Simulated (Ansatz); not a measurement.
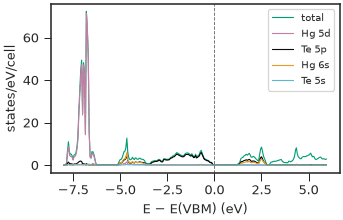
Total and projected density of states of HgTe in space group P3_221 (No. 154; Hg on 3a, Te on 3b), r²SCAN (plane waves, PAW; program Ansatz)

**Question.** Which orbitals carry the states next to the gap?

**Answer.** Top 1 eV of the valence band: Te 5p 88 %. Bottom 1 eV of the conduction band: Te 5p 49 %, Hg 6s 31 %, outside the projected shells 14 %. Projections are on Löwdin-orthogonalised atomic valence shells; empty p or d shells of many metals are not among them.

**Question.** Where is the tallest occupied peak in this window, and what makes it?

**Answer.** Near -6.8 eV, about 72 states/eV per cell; the largest projected share is Hg 5d.

The first step of the workflow began from a Materials Project structure, measured or hypothetical; the Crystallography Open Database copy checked does not list it. It is not the phase usual at ambient conditions (space group No. 216). The cell was relaxed with r²SCAN under the symmetry of its start; whether a distortion lowers the energy is not shown. Scalar-relativistic: spin–orbit coupling is off unless named, which matters more the heavier the elements.

Potentials: the later of the program's two PAW sets.
